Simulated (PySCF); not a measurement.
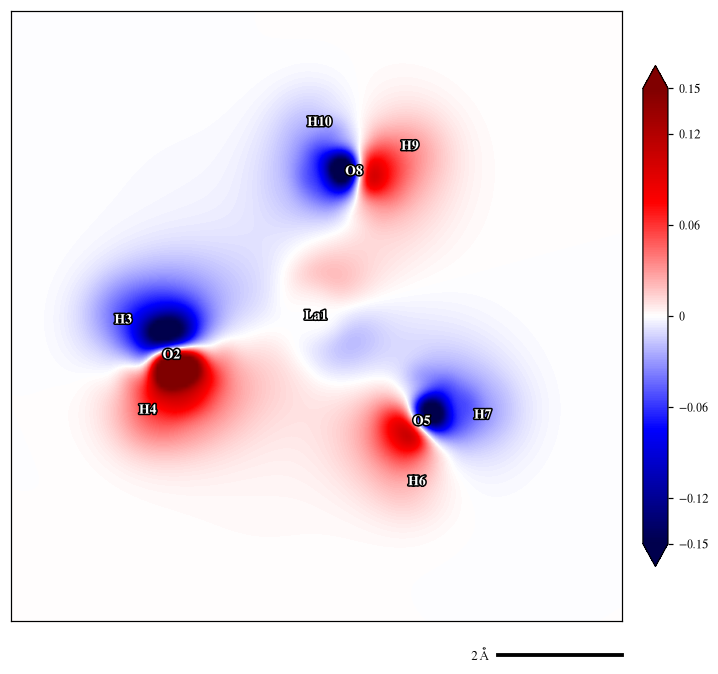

Figure 1: H6LaO3 (charge +3). The HOMO−1 on the plane of atoms O2, La1 and O5 (values in Å⁻³ᐟ²; the overall sign is arbitrary).

Core potentials replace the inner electrons of La.

Level of theory: RKS r2SCAN, La lcecp-1-SVP with ECP46, O def2-SVP, H def2-SVP; non-relativistic Hamiltonian with scalar-relativistic core potentials where named; density fitting (PySCF 2.14.0).

```xyz
10

La    0.0000    0.0000    0.0000
O     2.4155    0.0000    0.0000
H     3.0337   -0.7554    0.1536
H     3.0337    0.7554   -0.1536
O    -1.2078    2.0919    0.0000
H    -0.8626    3.0050    0.1536
H    -2.1711    2.2495   -0.1536
O    -1.2078   -2.0919    0.0000
H    -2.1711   -2.2496    0.1536
H    -0.8626   -3.0050   -0.1536
```

What is the character of this orbital?

It lies mainly on O2 (about 55 %), O5 (about 15 %) and O8 (about 15 %); largely a combination of lone pairs on O2, O5 and O8. It is one of a degenerate set, so its orientation is arbitrary. Its energy is −23.25 eV.
